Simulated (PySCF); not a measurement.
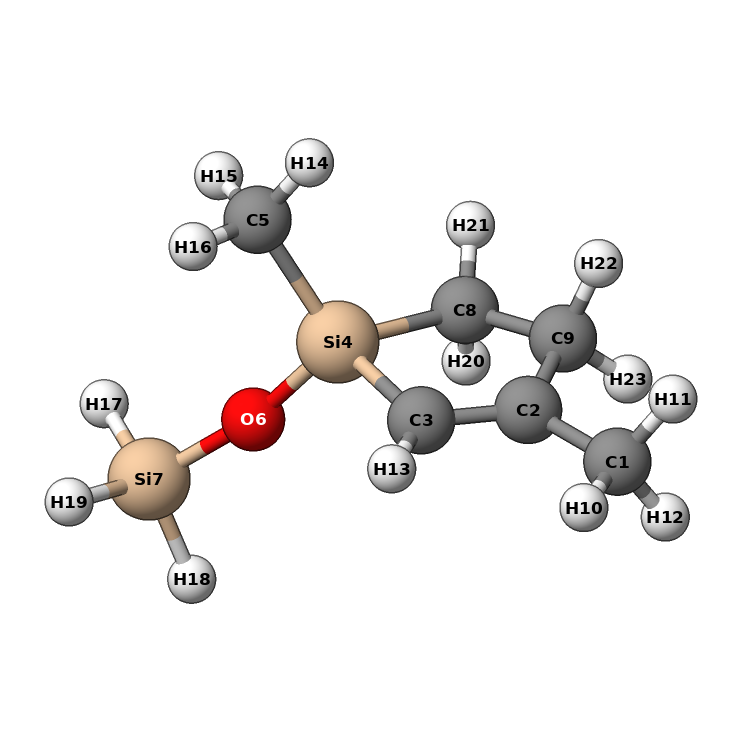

Every bond is drawn as one stick. The geometry was computed by an optimisation with GFN2-xTB. No frequency run is at hand to confirm it as a minimum. Method: PBE0/pcSseg-1 (PySCF 2.14.0).

Question: Which bond between heavy atoms has the highest Mayer bond order?

Answer: C2–C3, 1.89, at a length of 1.332 Å.

List the Mayer bond orders of C1–C2, C2–C3, C2–C9, C3–Si4, Si4–C5, Si4–O6, Si4–C8, O6–Si7, C8–C9 (bonds between heavy atoms, one of each equivalent set).

```json
{"bond": "C1–C2", "Mayer order": "1.06", "length (Å)": "1.495"}
{"bond": "C2–C3", "Mayer order": "1.89", "length (Å)": "1.332"}
{"bond": "C2–C9", "Mayer order": "1.01", "length (Å)": "1.506"}
{"bond": "C3–Si4", "Mayer order": "0.86", "length (Å)": "1.873"}
{"bond": "Si4–C5", "Mayer order": "0.95", "length (Å)": "1.901"}
{"bond": "Si4–O6", "Mayer order": "0.93", "length (Å)": "1.631"}
{"bond": "Si4–C8", "Mayer order": "0.85", "length (Å)": "1.907"}
{"bond": "O6–Si7", "Mayer order": "0.95", "length (Å)": "1.615"}
{"bond": "C8–C9", "Mayer order": "1.04", "length (Å)": "1.535"}
```

The geometry is semi-empirical. Around Si such bond lengths and angles can be off by a tenth of an ångström or more and by several degrees, and values that hang on the shape move with them.
